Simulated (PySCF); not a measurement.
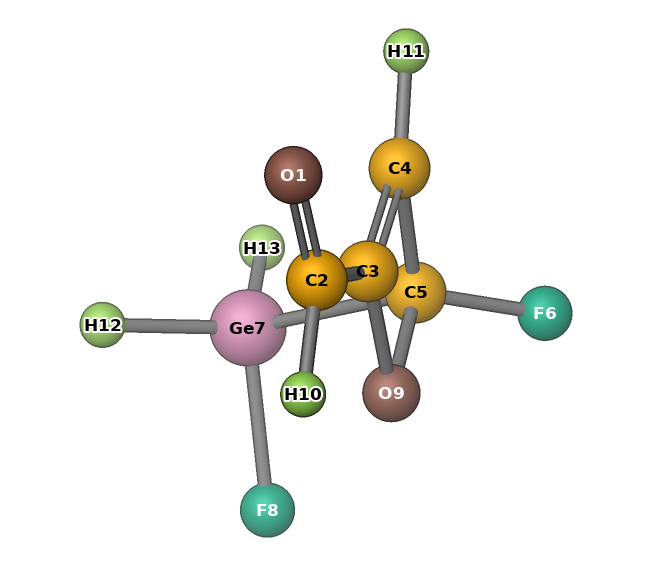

C3 lies behind C2. The molecule seen a little off the C2–C3 bond, C2 in front. Depth is shown by fading: the farther an atom, the more it takes the colour of the background. Computed geometry: GFN2-xTB optimisation. No frequency run is at hand to confirm it as a minimum.

Q: What is the torsion angle O1–C2–C3–O9? The sign is positive where the front bond must turn clockwise to cover the back bond.

A: −178°, antiperiplanar (anti).
